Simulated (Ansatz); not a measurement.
A series of calculations on CH$_{4}$BF

**1. Relaxation**

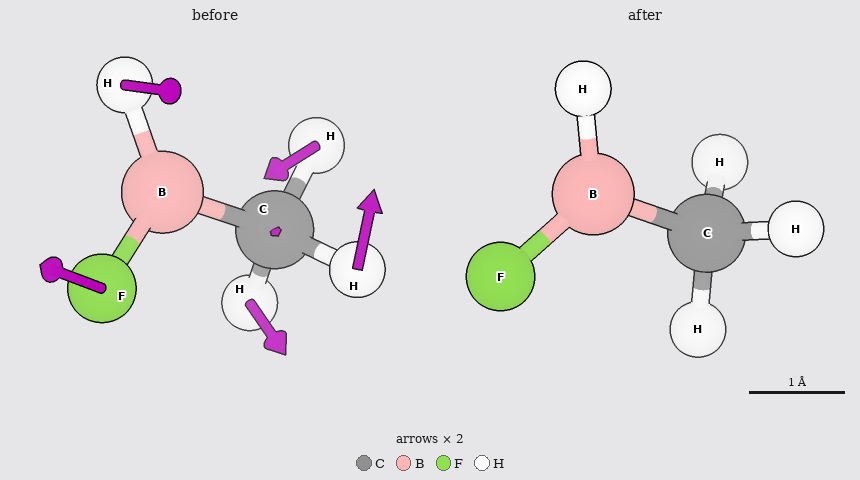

The structure of CH4BF (coarse preliminary run) before (left) and after (right) a relaxation, at one scale. The purple arrows give the displacements, magnified 2 times.

The picture is a ball-and-stick view, seen from a free direction.

Theory: RKS PBE-D4/def2-SVP (Ansatz 0.2.0). (force threshold 0.03 eV/Å; at most 250 steps)

What changed between the two?

The largest moves after the best rigid fit, 0.59 Å, are those of F and H atoms. Largest moves by element: H 0.59 Å, F 0.59 Å, C 0.05 Å, B 0.04 Å. Some distances before and after: B–F 1.437 → 1.337 Å, C–H 1.062 → 1.107 Å, B–C 1.518 → 1.562 Å, C–H 1.147 → 1.113 Å. Among the angles between lasting bonds that change: F–B–H 120.1° → 115.9°, B–C–H 112.2° → 108.6°, H–C–H 105.7° → 108.7°. Groups turn about B–C by about 55°. The optimiser took 15 steps. The run took about 19 core-seconds on a shared host.

**2. Relaxation**

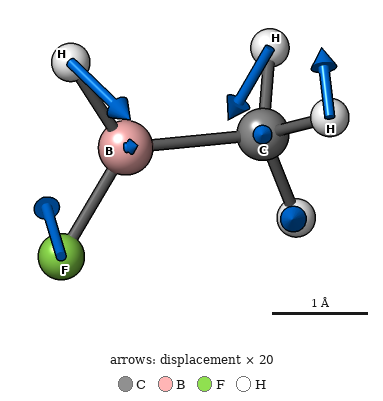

A relaxation of CH4BF. The starting structure is drawn; blue arrows show the displacements, magnified 20 times. The two geometries are superimposed by the best rigid fit.

A ball-and-stick model, seen at a tilt.

Level of theory: RKS PBE0-D4/def2-TZVP (Ansatz).

The input:
```yaml
crystal:
  periodic: [false, false, false]
  atoms:
    - {symbol: C, position_ang: [-0.573024, 0.326463, -0.173732]}
    - {symbol: B, position_ang: [0.731034, -0.440339, 0.217170]}
    - {symbol: F, position_ang: [1.057708, -1.585803, -0.390758]}
    - {symbol: H, position_ang: [-1.211826, -0.201274, -0.908191]}
    - {symbol: H, position_ang: [-0.289699, 1.317670, -0.593781]}
    - {symbol: H, position_ang: [-1.168127, 0.560906, 0.734854]}
    - {symbol: H, position_ang: [1.515133, -0.045524, 1.068737]}
basis:
  gaussian: {orbitals: def2-TZVP}
hamiltonian: {xc: pbe0, dispersion: d4}
relax: {f_tol: 0.005, max_steps: 200}
```

**What did the optimiser do to the structure, and how much energy did it gain?**

The largest move after the best rigid fit is that of F3, 0.063 Å. By element the largest moves are F 0.063 Å, H 0.054 Å, C 0.011 Å, B 0.008 Å. Among the contacts that change: B2–H7 1.223 → 1.202 Å, C1–H5 1.113 → 1.096 Å, C1–H4 1.107 → 1.091 Å, B2–F3 1.337 → 1.326 Å. The energy falls by 2.17 kJ/mol in 8 accepted moves (9 points after the start). Largest force component: 0.45 eV/Å at the start, 0.0029 eV/Å at the end. The line search rejected the trial step at point 3 of the run. The forces were under the threshold at step 5, but the run went on from there.

**3. Energy map**

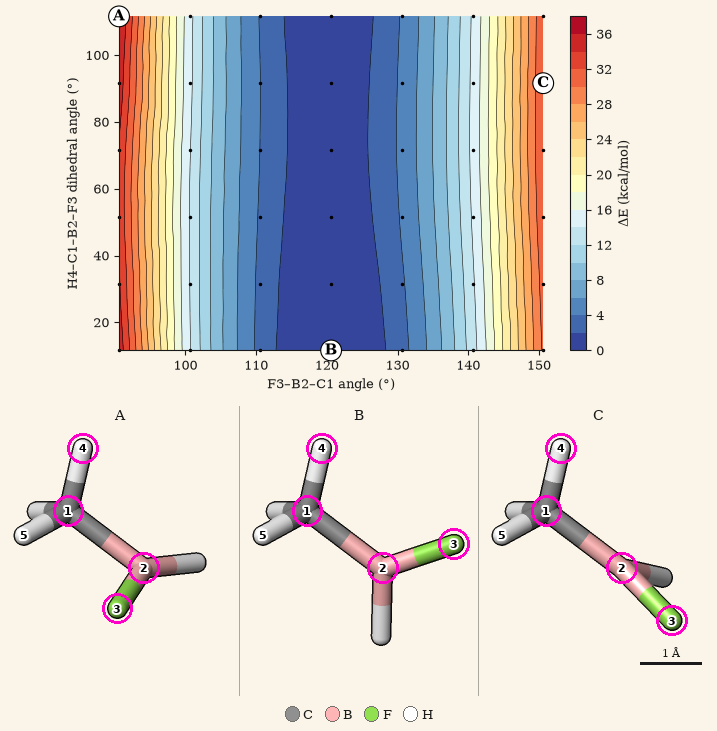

Energy scan for CH$_{4}$BF, in which the F–B–C angle and one H–C–B–F dihedral angle are varied on a grid, with the rest of the molecule carried along rigidly. The map is interpolated between the computed points (dots). The lettered frames are marked on it. The picture is a stick view, seen onto the plane of the angle, with a slight tilt. The ringed atoms are those of the scanned coordinates.

Level of theory: CCSD(T) (def2-TZVPP, Ansatz), on geometries moved rigidly from the minimum at PBE0-D4/def2-TZVP. Coupled cluster with a frozen core. Energies are counted from the PBE0-D4/def2-TZVP minimum geometry at the same level.

**What does the map show?**

In pairs of (F3–B2–C1 angle (°); H4–C1–B2–F3 dihedral angle (°)): the lowest computed point lies at (120.6, 11.6) (0.1 kcal/mol), the highest at (90.6, 111.6) (36.2 kcal/mol). It lies on the edge of the grid, so the true minimum may be outside the range scanned. The frames lie at A (90.6, 111.6): 36.2 kcal/mol, B (120.6, 11.6): 0.1 kcal/mol, C (150.6, 91.6): 31.9 kcal/mol.
